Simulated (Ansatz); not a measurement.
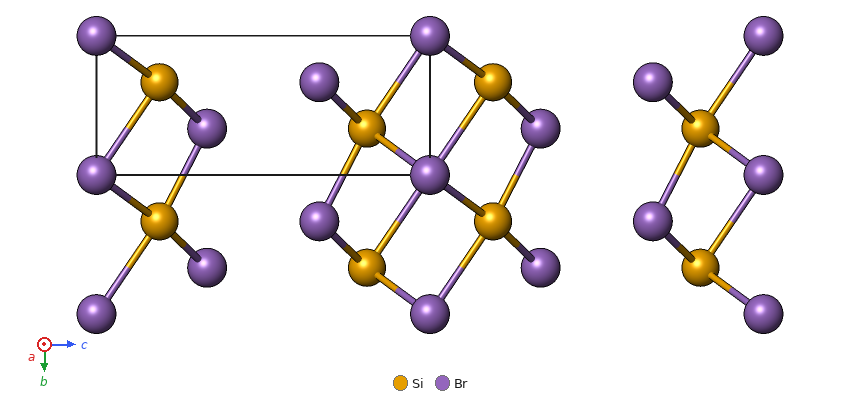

Projection along an edge of the hexagonal mesh, stacking direction c to the right. Every atom sits on one of the three columns of the mesh; call them A, B, C in the order in which they first turn up. The sequence starts with the first layer at or above the cell's origin.

Si2Br3 (space group P-3m1, No. 164). Coordinates: the end point of a relaxation with Ansatz 0.2.0, DFT PBE+D3(BJ), scalar-relativistic, plane waves, PAW; the starting structure was generated, so it need not be a known form of this composition.

Give the sequence of layers in one repeat, with element and column.

Answer. Br(A) – Si(B) – Br(C) – Br(B) – Si(C) (five layers in 8.91 Å).

How are the Br layers alone stacked?

Answer. Br layers alone: ACB, the cubic close-packed type.

Which positions between or in the Br layers do the other atoms fill?

Answer. Si: two octahedral sites (per hexagonal cell). One of the three gaps between Br layers is empty, 3.00 Å wide.
